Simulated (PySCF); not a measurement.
# Yb(58+), Yb(59+): ionisation energies in even-tempered 16s10p4d4f, part 2 of 2

Aim: the ionisation energy of ytterbium from differences of total energies, at each level of theory, and how far each lands from the tabulated value where there is one.

PySCF 2.14.0; even-tempered 16s10p4d4f, the non-relativistic Hamiltonian (point nucleus). The scripts are equivalent inputs of a driver's runs. Earlier steps stand in the parts before.

## Step 3: Yb(59+)

#### UHF

input.py reads:

```python
from pyscf import gto, scf, dft, mp, cc
mol = gto.M(atom="Yb 0 0 0", charge=59, spin=1, symmetry="D2h",
            basis=gto.etbs([(0, 16, 16, 2.5), (1, 10, 20, 2.5), (2, 4, 74, 2.7), (3, 4, 110, 2.7)]))
mf = scf.UHF(mol)
mf.irrep_nelec = {'Ag': (3, 2), 'B1u': (1, 1), 'B2u': (1, 1), 'B3u': (1, 1)}
mf.kernel()
```

Standard output:

```text
damping factor = 0
level_shift factor = 0
DIIS = <class 'pyscf.scf.diis.CDIIS'>
diis_start_cycle = 1
diis_space = 10
diis_damp = 0
SCF conv_tol = 1e-09
SCF conv_tol_grad = None
number electrons alpha = 6  beta = 5
cycle= 1 E= -9415.69998135556  delta_E= -1.09e-11  |g|= 1.64e-08  |ddm|= 1.41e-08
converged SCF energy = -9415.69998135556  <S^2> = 0.75000078  2S+1 = 2.0000008
```

CPU time 1 s on a shared host, the integrals not counted.

Orbital energies by shell (radii are means over both spins):

| shell | electrons | mean orbital energy (eV) | spread (eV) | rms radius (bohr) |
| --- | --- | --- | --- | --- |
| 1s α | 1 | -62057.7 | 0 | 0.0250 |
| 1s β | 1 | -62048.3 | 0 | 0.0250 |
| 2s α | 1 | -13899.2 | 0 | 0.0973 |
| 2s β | 1 | -13886.5 | 0 | 0.0973 |
| 2p α | 3 | -13526.3 | 0 | 0.0837 |
| 2p β | 3 | -13520.9 | 0 | 0.0837 |
| 3s α | 1 | -5827.9 | 0 | 0.227 |

⟨S²⟩ = 0.750, ⟨L²⟩ = 0.00.

A non-relativistic calculation at this Z misses sizeable relativistic shifts. The p, d and f levels are scalar averages; spin-orbit coupling splits them strongly at this Z.

#### LDA

input.py differs from the last one in:

```diff
@@ -3,3 +3,3 @@
             basis=gto.etbs([(0, 16, 16, 2.5), (1, 10, 20, 2.5), (2, 4, 74, 2.7), (3, 4, 110, 2.7)]))
-mf = scf.UHF(mol)
+mf = dft.UKS(mol, xc="LDA,VWN")
 mf.irrep_nelec = {'Ag': (3, 2), 'B1u': (1, 1), 'B2u': (1, 1), 'B3u': (1, 1)}
```

Standard output:

```text
damping factor = 0
level_shift factor = 0
DIIS = <class 'pyscf.scf.diis.CDIIS'>
diis_start_cycle = 1
diis_space = 10
diis_damp = 0
SCF conv_tol = 1e-09
SCF conv_tol_grad = None
number electrons alpha = 6  beta = 5
XC functionals = LDA,VWN
    P. A. M. Dirac.,  Math. Proc. Cambridge Philos. Soc. 26, 376 (1930)
    F. Bloch.,  Z. Phys. 57, 545 (1929)
    S. H. Vosko, L. Wilk, and M. Nusair.,  Can. J. Phys. 58, 1200 (1980)
cycle= 1 E= -9407.75441763152  delta_E= -0.0105  |g|= 0.0457  |ddm|= 0.0129
cycle= 2 E= -9407.75442071139  delta_E= -3.08e-06  |g|= 0.00236  |ddm|= 0.000482
cycle= 3 E= -9407.75442072144  delta_E= -1.01e-08  |g|= 1.96e-05  |ddm|= 1.85e-05
cycle= 4 E= -9407.75442072143  delta_E= 1.64e-11  |g|= 2.25e-08  |ddm|= 1.56e-07
converged SCF energy = -9407.75442072143  <S^2> = 0.75000069  2S+1 = 2.0000007
```

CPU time 0.27 s on a shared host, the integrals not counted.

#### PBE

input.py reads:

```python
from pyscf import gto, scf, dft, mp, cc
mol = gto.M(atom="Yb 0 0 0", charge=59, spin=1, symmetry="D2h",
            basis=gto.etbs([(0, 16, 16, 2.5), (1, 10, 20, 2.5), (2, 4, 74, 2.7), (3, 4, 110, 2.7)]))
mf = dft.UKS(mol, xc="PBE")
mf.irrep_nelec = {'Ag': (3, 2), 'B1u': (1, 1), 'B2u': (1, 1), 'B3u': (1, 1)}
mf.kernel()
```

Standard output:

```text
damping factor = 0
level_shift factor = 0
DIIS = <class 'pyscf.scf.diis.CDIIS'>
diis_start_cycle = 1
diis_space = 10
diis_damp = 0
SCF conv_tol = 1e-09
SCF conv_tol_grad = None
number electrons alpha = 6  beta = 5
XC functionals = PBE
    J. P. Perdew, K. Burke, and M. Ernzerhof.,  Phys. Rev. Lett. 77, 3865 (1996)
    J. P. Perdew, K. Burke, and M. Ernzerhof.,  Phys. Rev. Lett. 78, 1396 (1997)
    J. P. Perdew, K. Burke, and M. Ernzerhof.,  Phys. Rev. Lett. 77, 3865 (1996)
    J. P. Perdew, K. Burke, and M. Ernzerhof.,  Phys. Rev. Lett. 78, 1396 (1997)
cycle= 1 E= -9415.17689097373  delta_E= -0.00596  |g|= 0.0107  |ddm|= 0.0127
cycle= 2 E= -9415.17689120542  delta_E= -2.32e-07  |g|= 0.000586  |ddm|= 0.000184
cycle= 3 E= -9415.17689120607  delta_E= -6.51e-10  |g|= 7.84e-06  |ddm|= 5.25e-06
converged SCF energy = -9415.17689120607  <S^2> = 0.75000034  2S+1 = 2.0000003
```

CPU time 0.3 s on a shared host, the integrals not counted.

#### PBE0

input.py differs from the last one in:

```diff
@@ -3,3 +3,3 @@
             basis=gto.etbs([(0, 16, 16, 2.5), (1, 10, 20, 2.5), (2, 4, 74, 2.7), (3, 4, 110, 2.7)]))
-mf = dft.UKS(mol, xc="PBE")
+mf = dft.UKS(mol, xc="PBE0")
 mf.irrep_nelec = {'Ag': (3, 2), 'B1u': (1, 1), 'B2u': (1, 1), 'B3u': (1, 1)}
```

Standard output:

```text
damping factor = 0
level_shift factor = 0
DIIS = <class 'pyscf.scf.diis.CDIIS'>
diis_start_cycle = 1
diis_space = 10
diis_damp = 0
SCF conv_tol = 1e-09
SCF conv_tol_grad = None
number electrons alpha = 6  beta = 5
XC functionals = PBE0
    C. Adamo and V. Barone.,  J. Chem. Phys. 110, 6158 (1999)
    M. Ernzerhof and G. E. Scuseria.,  J. Chem. Phys. 110, 5029 (1999)
cycle= 1 E= -9415.42287285183  delta_E= -0.00331  |g|= 0.00889  |ddm|= 0.00958
cycle= 2 E= -9415.42287298884  delta_E= -1.37e-07  |g|= 0.000316  |ddm|= 0.000191
cycle= 3 E= -9415.42287298903  delta_E= -1.91e-10  |g|= 9.41e-06  |ddm|= 1.8e-06
converged SCF energy = -9415.42287298903  <S^2> = 0.75000024  2S+1 = 2.0000002
```

CPU time 0.71 s on a shared host, the integrals not counted.

#### r2SCAN

input.py differs from the last one in:

```diff
@@ -3,3 +3,3 @@
             basis=gto.etbs([(0, 16, 16, 2.5), (1, 10, 20, 2.5), (2, 4, 74, 2.7), (3, 4, 110, 2.7)]))
-mf = dft.UKS(mol, xc="PBE0")
+mf = dft.UKS(mol, xc="R2SCAN")
 mf.irrep_nelec = {'Ag': (3, 2), 'B1u': (1, 1), 'B2u': (1, 1), 'B3u': (1, 1)}
```

Standard output:

```text
damping factor = 0
level_shift factor = 0
DIIS = <class 'pyscf.scf.diis.CDIIS'>
diis_start_cycle = 1
diis_space = 10
diis_damp = 0
SCF conv_tol = 1e-09
SCF conv_tol_grad = None
number electrons alpha = 6  beta = 5
XC functionals = R2SCAN
    J. W. Furness, A. D. Kaplan, J. Ning, J. P. Perdew, and J. Sun.,  J. Phys. Chem. Lett. 11, 8208-8215 (2020)
    J. W. Furness, A. D. Kaplan, J. Ning, J. P. Perdew, and J. Sun.,  J. Phys. Chem. Lett. 11, 9248-9248 (2020)
    J. W. Furness, A. D. Kaplan, J. Ning, J. P. Perdew, and J. Sun.,  J. Phys. Chem. Lett. 11, 8208-8215 (2020)
    J. W. Furness, A. D. Kaplan, J. Ning, J. P. Perdew, and J. Sun.,  J. Phys. Chem. Lett. 11, 9248-9248 (2020)
cycle= 1 E= -9416.02252531342  delta_E= -0.00295  |g|= 0.008  |ddm|= 0.00846
cycle= 2 E= -9416.02252533821  delta_E= -2.48e-08  |g|= 8.09e-05  |ddm|= 3.9e-05
cycle= 3 E= -9416.02252533821  delta_E=    0  |g|= 4.19e-06  |ddm|= 5.24e-07
converged SCF energy = -9416.02252533821  <S^2> = 0.75000109  2S+1 = 2.0000011
```

CPU time 0.6 s on a shared host, the integrals not counted.

#### r2SCAN0

input.py reads:

```python
from pyscf import gto, scf, dft, mp, cc
mol = gto.M(atom="Yb 0 0 0", charge=59, spin=1, symmetry="D2h",
            basis=gto.etbs([(0, 16, 16, 2.5), (1, 10, 20, 2.5), (2, 4, 74, 2.7), (3, 4, 110, 2.7)]))
mf = dft.UKS(mol, xc="HYB_MGGA_XC_R2SCAN0")
mf.irrep_nelec = {'Ag': (3, 2), 'B1u': (1, 1), 'B2u': (1, 1), 'B3u': (1, 1)}
mf.kernel()
```

Standard output:

```text
damping factor = 0
level_shift factor = 0
DIIS = <class 'pyscf.scf.diis.CDIIS'>
diis_start_cycle = 1
diis_space = 10
diis_damp = 0
SCF conv_tol = 1e-09
SCF conv_tol_grad = None
number electrons alpha = 6  beta = 5
XC functionals = HYB_MGGA_XC_R2SCAN0
    M. Bursch, H. Neugebauer, S. Ehlert, and S. Grimme.,  J. Chem. Phys. 156, 134105 (2022)
cycle= 1 E= -9416.06119266543  delta_E= -0.00166  |g|= 0.00688  |ddm|= 0.00605
cycle= 2 E= -9416.06119269722  delta_E= -3.18e-08  |g|= 5.62e-05  |ddm|= 2.54e-05
cycle= 3 E= -9416.06119269723  delta_E= -1.46e-11  |g|= 1.74e-06  |ddm|= 3.98e-07
converged SCF energy = -9416.06119269723  <S^2> = 0.7500009  2S+1 = 2.0000009
```

It used 1 s of CPU time after the integrals (shared host).

#### B3LYP

input.py reads:

```python
from pyscf import gto, scf, dft, mp, cc
mol = gto.M(atom="Yb 0 0 0", charge=59, spin=1, symmetry="D2h",
            basis=gto.etbs([(0, 16, 16, 2.5), (1, 10, 20, 2.5), (2, 4, 74, 2.7), (3, 4, 110, 2.7)]))
mf = dft.UKS(mol, xc="B3LYP")
mf.irrep_nelec = {'Ag': (3, 2), 'B1u': (1, 1), 'B2u': (1, 1), 'B3u': (1, 1)}
mf.kernel()
```

Standard output:

```text
damping factor = 0
level_shift factor = 0
DIIS = <class 'pyscf.scf.diis.CDIIS'>
diis_start_cycle = 1
diis_space = 10
diis_damp = 0
SCF conv_tol = 1e-09
SCF conv_tol_grad = None
number electrons alpha = 6  beta = 5
XC functionals = B3LYP
    P. J. Stephens, F. J. Devlin, C. F. Chabalowski, and M. J. Frisch.,  J. Phys. Chem. 98, 11623 (1994)
cycle= 1 E= -9415.54747857041  delta_E= -0.00407  |g|= 0.00799  |ddm|= 0.0103
cycle= 2 E= -9415.54747867998  delta_E= -1.1e-07  |g|= 0.000262  |ddm|= 0.000213
cycle= 3 E= -9415.54747868013  delta_E= -1.46e-10  |g|= 9.55e-06  |ddm|= 1.53e-06
converged SCF energy = -9415.54747868013  <S^2> = 0.75000034  2S+1 = 2.0000003
```

It used 0.72 s of CPU time after the integrals (shared host).

#### MP2 (outer shells)

input.py reads:

```python
from pyscf import gto, scf, dft, mp, cc
mol = gto.M(atom="Yb 0 0 0", charge=59, spin=1, symmetry="D2h",
            basis=gto.etbs([(0, 16, 16, 2.5), (1, 10, 20, 2.5), (2, 4, 74, 2.7), (3, 4, 110, 2.7)]))
mf = scf.UHF(mol)
mf.irrep_nelec = {'Ag': (3, 2), 'B1u': (1, 1), 'B2u': (1, 1), 'B3u': (1, 1)}
mf.kernel()
mp.UMP2(mf, frozen=1).kernel()
```

The driver printed no log here.

CPU time 0.5 s on a shared host, the integrals not counted.

With 9 electrons correlated, the MP2 correlation energy is -0.31958 hartree (-0.08704 same spin, -0.23254 opposite spin); the SCS form gives -0.30806. Largest pairs of shells: 2p-2p -0.2124, 2s-2p -0.0628, 2p-3s -0.0281, 2s-2s -0.0111, 2s-3s -0.0051.

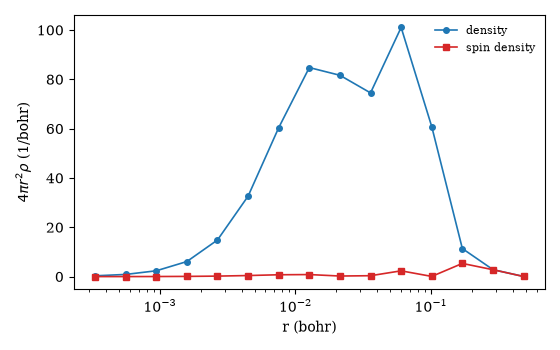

Radial density 4πr²ρ of Yb(59+) at UHF, at 15 stored radii joined by straight lines.

## Step 4: How the shells move

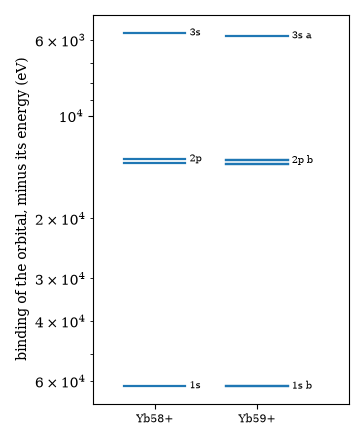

Hartree-Fock orbital energies of the states on a logarithmic scale (a, b: spin up and down; * marks an excited configuration).

## Step 5: Differences of total energies

Ionisation energy: Yb(58+) [Ne] 3s2 (1S) → Yb(59+) [Ne] 3s1 (2S).

| method | value (eV) | less the reference (eV) | CPU time, both states (s) |
| --- | --- | --- | --- |
| UHF | 5713.3 | -397.7 | 4 |
| LDA | 5718.0 | -393.0 | 0.53 |
| PBE | 5721.3 | -389.7 | 0.59 |
| PBE0 | 5719.6 | -391.4 | 1.4 |
| r2SCAN | 5712.5 | -398.5 | 1.2 |
| r2SCAN0 | 5713.1 | -397.9 | 2.1 |
| B3LYP | 5719.4 | -391.6 | 1.4 |
| MP2 (outer shells) | 5718.4 | -392.6 | 5 |
| SCS-MP2 (outer shells) | 5719.2 | -391.8 | 5 |

Reference: 6111 ± 6 eV (theoretical estimate listed by NIST; NIST Atomic Spectra Database, ionization energies). The calculation is non-relativistic, so it cannot be held against the reference.

Ionisation energy: Yb(59+) [Ne] 3s1 (2S) → Yb(60+) [Ne] (1S).

| method | value (eV) | less the reference (eV) |
| --- | --- | --- |
| UHF | 5827.9 | -408.1 |
| LDA | 5831.1 | -404.9 |
| PBE | 5835.3 | -400.7 |
| PBE0 | 5833.6 | -402.4 |
| r2SCAN | 5826.3 | -409.7 |
| r2SCAN0 | 5826.9 | -409.1 |
| B3LYP | 5834.0 | -402.0 |
| MP2 (outer shells) | 5828.6 | -407.4 |
| SCS-MP2 (outer shells) | 5828.4 | -407.6 |

Reference: 6236 ± 7 eV (theoretical estimate listed by NIST; NIST Atomic Spectra Database, ionization energies). The calculation is non-relativistic, so it cannot be held against the reference.

The differences also use runs on Yb(60+) [Ne] (1S), which are not shown here. Times are CPU seconds on a shared host without the integrals; correlated rows include their Hartree-Fock run, whose time holds the symmetry-adapted start and any spin-orbit constants, while functionals begin from orbitals already made.

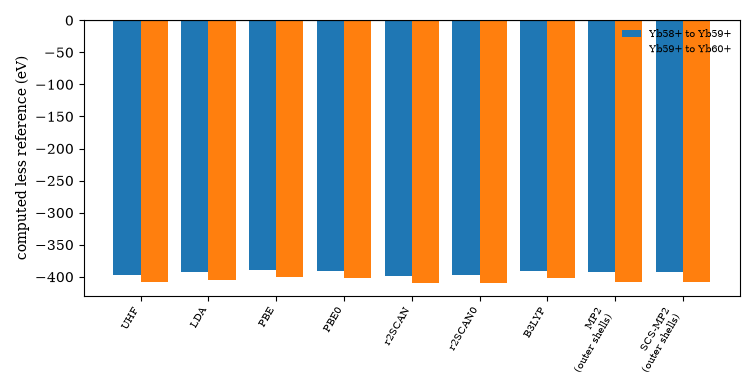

Computed less reference values by method, where the reference is not like for like or is itself uncertain.

## Step 6: Results

What follows sums up all 2 parts.

```
                  quantity                                                         value
ionisation energy, Yb(58+)  UHF 5713.3, MP2 (outer shells) 5718.4 eV; reference 6111 ± 6
ionisation energy, Yb(59+)  UHF 5827.9, MP2 (outer shells) 5828.6 eV; reference 6236 ± 7
```

**Reading.** For the first difference the methods span 8.856 eV, from r2SCAN (5712.5) to PBE (5721.3). The reference is uncertain or not like for like (spin-orbit coupling or other relativistic terms), so no ranking of close methods is drawn. All values hold for this basis alone; no basis-set limit was taken.
